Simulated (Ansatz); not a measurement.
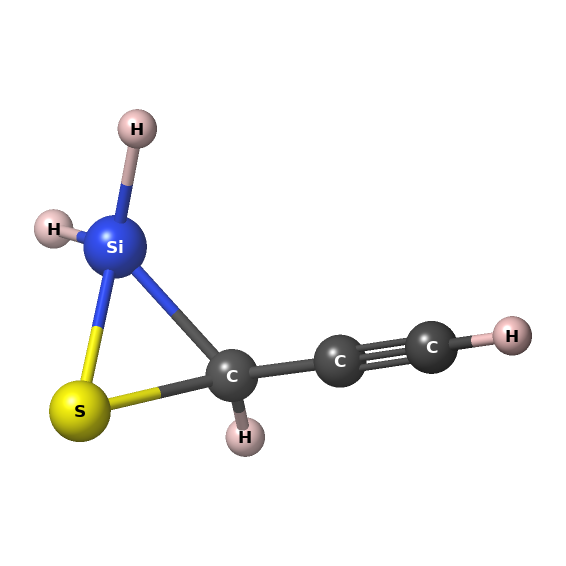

A ball-and-stick model of a molecule.

The computed structure is the end point of a PBE0-D4/def2-TZVP optimisation.

> Give the formula.

C3H4SSi, 9 atoms: 3 carbon, 4 hydrogen, 1 sulfur and 1 silicon.

> Name some functional groups or characteristic bonds that it holds.

Among them: alkyne, Si–H bond.

> Describe its rings.

Independent rings (smallest set): 1 of 3 members.

> How many atoms are distinct by symmetry?

9: 1 C, 1 C, 1 C, 1 Si, 1 S, 1 H, 1 H, 1 H, 1 H.

The parts below concern this one geometry. Atoms keep their numbers from picture to picture.

### Vibrations

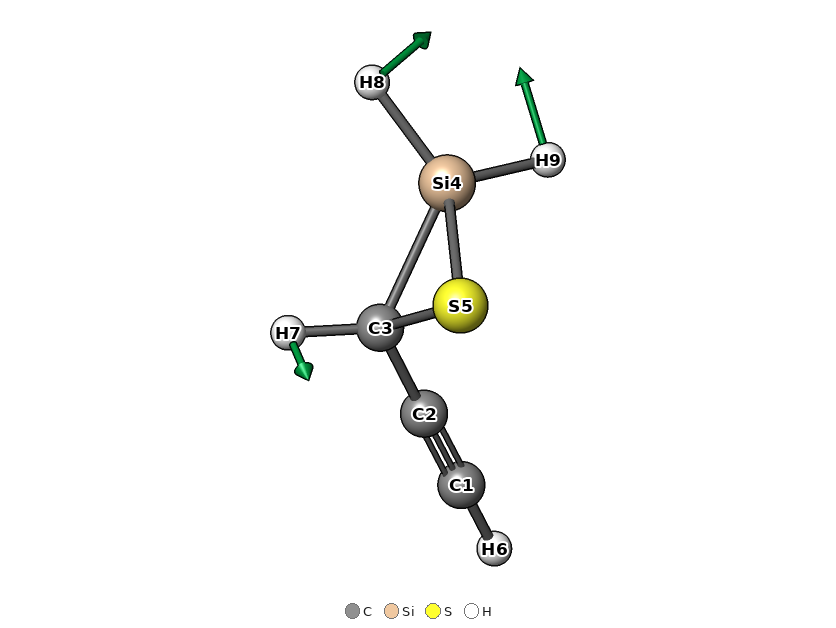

The arrows show one normal mode. Harmonic vibrations computed with RKS PBE0-D4/def2-TZVP (Ansatz 0.2.0) at a stationary point of the same level.

> Describe the motion.

Mostly angle bending.

> Estimate its harmonic wavenumber.

948 cm⁻¹; it is mode 13 of 21 counted from the lowest.

### Levels of theory compared

Program: Ansatz 0.2.0.

At this fixed geometry, give HOMO energy (eV), HOMO–LUMO gap (eV), dipole (D) at these levels: B3LYP-D4/def2-TZVPP; PBE-D4/def2-TZVPP; r2SCAN-D4/def2-TZVPP; ωB97M-V/def2-TZVPP.

```
               level  HOMO energy (eV)  HOMO–LUMO gap (eV)  dipole (D)
 B3LYP-D4/def2-TZVPP             −6.90                6.01        1.70
   PBE-D4/def2-TZVPP             −6.00                4.46        1.54
r2SCAN-D4/def2-TZVPP             −6.23                4.93        1.66
  ωB97M-V/def2-TZVPP             −9.23               10.32        1.73
```

### Charges

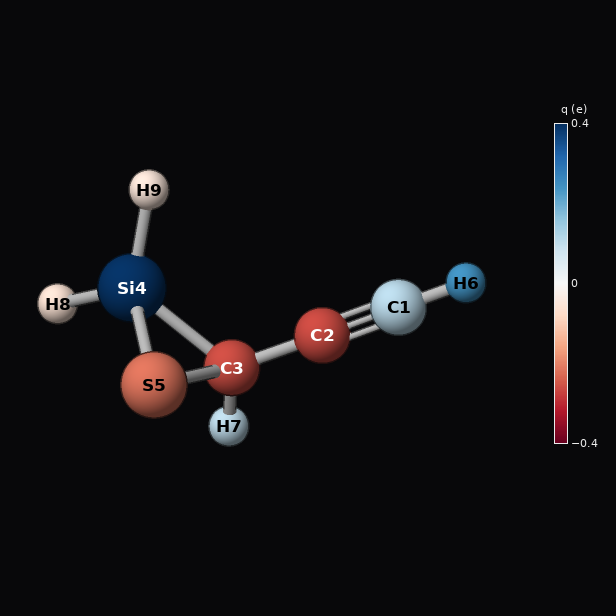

Atoms are coloured by their Mulliken charges. Level of theory: RKS r2SCAN-D4/def2-TZVPP (Ansatz 0.2.0).

> Which atom carries the highest charge (most positive or least negative)?

Si4 (0.39 e).

> And the lowest?

C2, C3 (−0.26 e).

Give the Mulliken charges atom by atom.

```tsv
atom	value (e)
C1	0.11
C2	−0.26
C3	−0.26
Si4	0.39
S5	−0.21
H6	0.24
H7	0.10
H8	−0.06
H9	−0.05
```

### Thermal motion

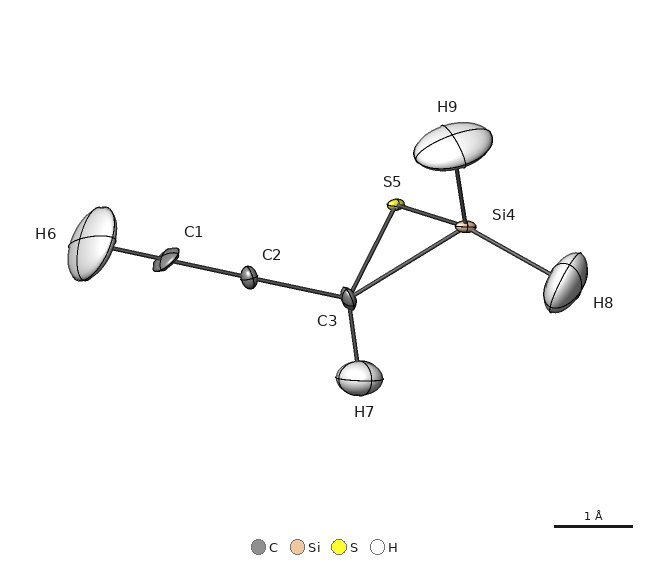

Displacement ellipsoids at the 50 % level, enlarged 1.5 times, from the internal vibrations of the free molecule (harmonic, no overall translation or rotation; no half-axis is drawn under 0.075 Å). Vibrations computed with RKS PBE0-D4/def2-TZVP (Ansatz 0.2.0). Temperature: 298 K.

List U_eq and the three principal root-mean-square amplitudes for each kind of atom.

```
atom  U_eq (Å²)   rms amplitudes (Å)
  C1     0.0058  0.031, 0.085, 0.095
  C2     0.0031  0.047, 0.055, 0.064
  C3     0.0037  0.037, 0.064, 0.074
 Si4     0.0016  0.017, 0.027, 0.061
  S5     0.0013  0.014, 0.025, 0.055
  H6     0.0358  0.081, 0.216, 0.233
  H7     0.0157  0.096, 0.129, 0.146
  H8     0.0253  0.097, 0.174, 0.190
  H9     0.0289  0.088, 0.164, 0.228
```

Mulliken values depend strongly on the basis set and can even reverse the polarity of a bond.
